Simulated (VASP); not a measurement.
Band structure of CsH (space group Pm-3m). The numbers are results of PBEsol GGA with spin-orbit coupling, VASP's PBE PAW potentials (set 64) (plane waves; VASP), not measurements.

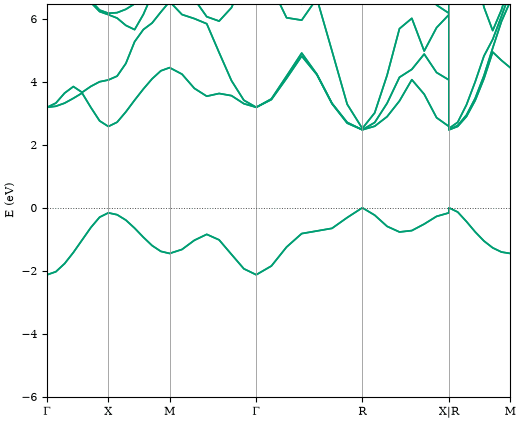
Fig. 1. Bands along high-symmetry lines, zero at the valence-band maximum or, without a gap, the Fermi level

Read the plot: is there a gap, and where are the band edges?

The gap is direct, 2.48 eV, from the valence maximum at R to the conduction minimum at R.

The structure comes from a computed database's CsH entry (Pm-3m); how it stands against other phases isn't given here. It was relaxed first, which changed the volume by -7 %.
